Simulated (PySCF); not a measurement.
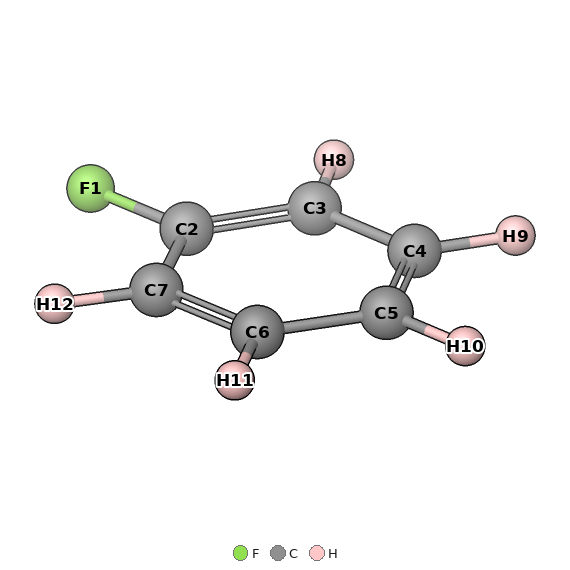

Depth is shown by fading: the farther an atom, the more it takes the colour of the background. The geometry was computed by an optimisation with PBE0-D3(BJ)/def2-SVP. No frequency run is at hand to confirm it as a minimum.

Question: What is the conformation of the ring C2–C3–C4–C5–C6–C7?

Answer: It is planar. The Cremer–Pople amplitude Q is 0.00 Å.

Question: Give the torsion angles round the ring, beginning with the bond from its second to its third atom.

Answer: 0°, 0°, 0°, 0°, 0°, 0°.
